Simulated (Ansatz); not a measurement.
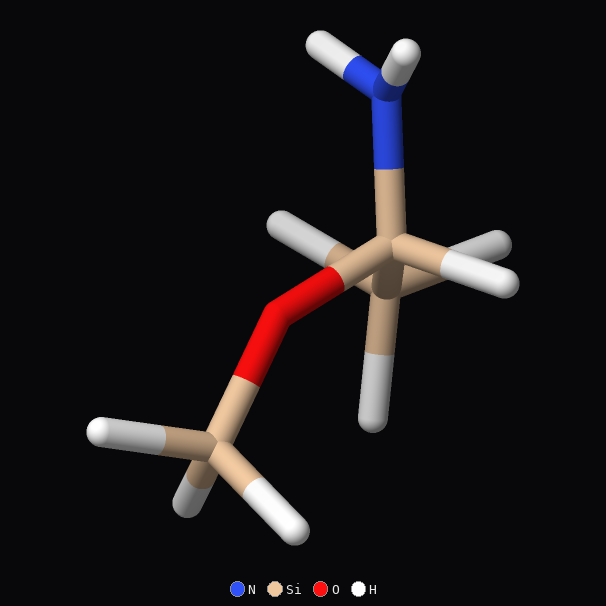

The computed structure is the end point of a PBE-D4/def2-SVP optimisation. No frequency run is at hand to confirm it as a minimum. Properties computed with RKS PBE-D4/def2-SVP (Ansatz 0.2.0).

**What is the dipole moment?**

1.38 D.

**Estimate the dispersion correction.**

−32.9 kJ/mol.
